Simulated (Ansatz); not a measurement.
# BPH6 (SMILES [BH3-][PH3+]): BLYP/def2-SVPD

Aim: the energy change on altering one bond length of BPH6 at BLYP/def2-SVPD, from 2 runs. 

The calculation is run with Ansatz 0.2.0.

48 further runs of the same task are left out: 48 set aside as unsound or not needed.

## 1. The molecule

The species is BPH6 (8 atoms), meant as a singlet with charge 0. As SMILES, `[BH3-][PH3+]`. Geometry: relaxed at PBE0-D4/def2-TZVP.

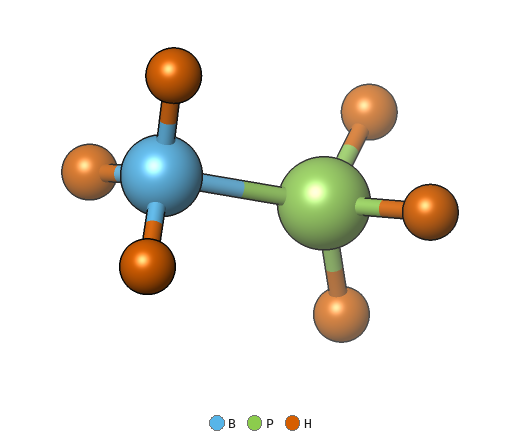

The structure, seen from a chosen angle (boron blue, phosphorus green, hydrogen orange).

## 2. The energy at BLYP/def2-SVPD

in.yaml

```yaml
crystal:
  periodic: [false, false, false]
  atoms:
    - {symbol: B, position_ang: [-0.556100, 0.227200, -0.914000]}
    - {symbol: P, position_ang: [0.433900, -0.181600, 0.667700]}
    - {symbol: H, position_ang: [-1.693400, 0.343100, -0.520100]}
    - {symbol: H, position_ang: [-0.367800, -0.730200, -1.628000]}
    - {symbol: H, position_ang: [-0.055500, 1.254200, -1.309900]}
    - {symbol: H, position_ang: [0.418800, 0.755700, 1.718800]}
    - {symbol: H, position_ang: [1.823100, -0.380300, 0.547100]}
    - {symbol: H, position_ang: [0.089200, -1.345200, 1.382600]}
basis:
  gaussian: {orbitals: def2-SVPD}
hamiltonian: {xc: {name: BLYP}}
accuracy: high
output: {orbitals: {seedname: orbitals}}
```

Command:

```
ansatz run in.yaml --threads 1 --pin off --max-ram 3480MiB --events-out events.jsonl --progress --plain --runs-dir runs
```

Output:

```text
Warning: RAYON_NUM_THREADS=1 ignored (pool sized by the plan → 1); use --threads N
Functional definition: BLYP
  name "BLYP"
  parameter beta = 0.0042
  parameter a = 0.04918
  parameter b = 0.132
  parameter c = 0.2533
  parameter d = 0.349
  exchange = b88_x(beta = beta)
  correlation = lyp_c(a = a, b = b, c = c, d = d)
1856 factors; integrals over basis functions are off by at most 3.6e-9 eV
mean field evaluation 1: about -10052.5283 eV, gradient 3.8e1 eV
mean field evaluation 2: about -10044.7122 eV, gradient 5.6e1 eV
mean field evaluation 4: about -10057.7453 eV, gradient 2.0e0 eV
mean field evaluation 8: about -10057.7588 eV, gradient 1.3e-2 eV
mean field evaluation 16: about -10057.7588 eV, gradient 2.7e-7 eV
mean field -10057.75879137 eV, -369.6158181890 hartree, gradient 8.0e-9 eV, S^2 0.000000; 0 other end points of the search recorded, 0 dependent functions left out
reference -10057.75885133 eV, -369.6158203927 hartree; 13, 13 occupied and 79, 79 virtual orbitals, 1856 factors
Total energy: -10057.75885133 eV, -369.6158203927 hartree
```

Wall time 6.6 s (1 thread of Intel Xeon Platinum 8259CL at 2.50GHz (Skylake/Cascade Lake), shared host); peak memory 0.23 GiB.

## 3. The distorted shape

input.yaml

```yaml
crystal:
  periodic: [false, false, false]
  atoms:
    - {symbol: B, position_ang: [-0.706277, -0.080894, -0.795232]}
    - {symbol: P, position_ang: [0.283723, -0.489694, 0.786468]}
    - {symbol: H, position_ang: [-1.843577, 0.035006, -0.401332]}
    - {symbol: H, position_ang: [-0.517977, -1.038294, -1.509232]}
    - {symbol: H, position_ang: [-0.055500, 1.254200, -1.309900]}
    - {symbol: H, position_ang: [0.268623, 0.447606, 1.837568]}
    - {symbol: H, position_ang: [1.672923, -0.688394, 0.665868]}
    - {symbol: H, position_ang: [-0.060977, -1.653294, 1.501368]}
basis:
  gaussian:
    orbitals: def2-SVPD
hamiltonian:
  xc: {name: BLYP}
accuracy: high
output: {orbitals: {seedname: orbitals}}
```

Command:

```
ansatz run input.yaml --threads 1 --pin off --max-ram 3480MiB --events-out events.jsonl --progress --plain --runs-dir runs
```

Output:

```text
Warning: RAYON_NUM_THREADS=1 ignored (pool sized by the plan → 1); use --threads N
Functional definition: BLYP
  name "BLYP"
  parameter beta = 0.0042
  parameter a = 0.04918
  parameter b = 0.132
  parameter c = 0.2533
  parameter d = 0.349
  exchange = b88_x(beta = beta)
  correlation = lyp_c(a = a, b = b, c = c, d = d)
1872 factors; integrals over basis functions are off by at most 3.5e-9 eV
mean field evaluation 1: about -10052.7113 eV, gradient 3.4e1 eV
mean field evaluation 2: about -10046.9485 eV, gradient 4.9e1 eV
mean field evaluation 4: about -10057.0314 eV, gradient 1.4e0 eV
mean field evaluation 8: about -10057.0378 eV, gradient 2.0e-2 eV
mean field evaluation 16: about -10057.0378 eV, gradient 1.0e-6 eV
mean field -10057.03779639 eV, -369.5893221122 hartree, gradient 7.3e-8 eV, S^2 0.000000; 0 other end points of the search recorded, 0 dependent functions left out
reference -10057.03785824 eV, -369.5893243851 hartree; 13, 13 occupied and 79, 79 virtual orbitals, 1872 factors
Total energy: -10057.03785824 eV, -369.5893243851 hartree
```

Wall time 6.3 s (1 thread of Intel Xeon Platinum 8259CL at 2.50GHz (Skylake/Cascade Lake), shared host); peak memory 0.24 GiB.

## 4. Outcome

Level: BLYP/def2-SVPD.

```
                                                         quantity          value
                                        first shape: total energy  -369.61582 Eh
                                         first shape: HOMO energy       -7.18 eV
                                         first shape: LUMO energy       -0.63 eV
                                       first shape: HOMO–LUMO gap        6.55 eV
                                    distorted shape: total energy  -369.58932 Eh
                                     distorted shape: HOMO energy       -6.47 eV
                                     distorted shape: LUMO energy       -0.70 eV
                                   distorted shape: HOMO–LUMO gap        5.77 eV
energy change with the B1–H5 bond stretched from 1.209 to 1.572 Å       0.721 eV
```

In words: With the B1–H5 bond stretched from 1.209 to 1.572 Å the energy rises by 0.72 eV (16.6 kcal/mol). The first shape isn't relaxed at this level, so the change isn't measured from a minimum.
